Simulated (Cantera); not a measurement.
Charge: 1 mol Si, 3.7 mol HCl, 6 mol H₂, held at 100000 Pa.

These are equilibrium values from Cantera (NASA tables, ideal gas, pure condensed phases), not measurements of a reactor. Candidate condensed phases: Si; 19 gas species. The tables' values for SiCl₃ are old estimates; treat these amounts as uncertain. Kinetics and transport are ignored.

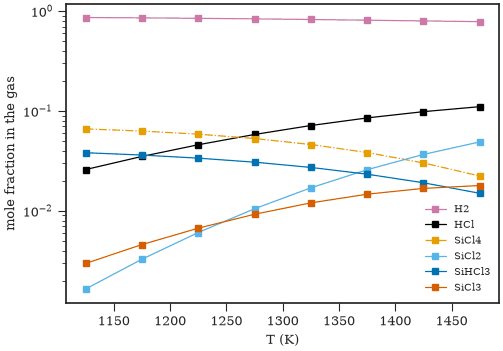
*Equilibrium gas composition (values under 1e-9 drawn at 1e-9)*

From 1125 K to 1475 K the condensed part is Si(s). The main Si-bearing gas is SiCl₄ at 1125 K and SiCl₂ at 1475 K. The share of Si in condensed phases is highest at 1325 K (6.0 %) and lowest at 1475 K (2.0 %).
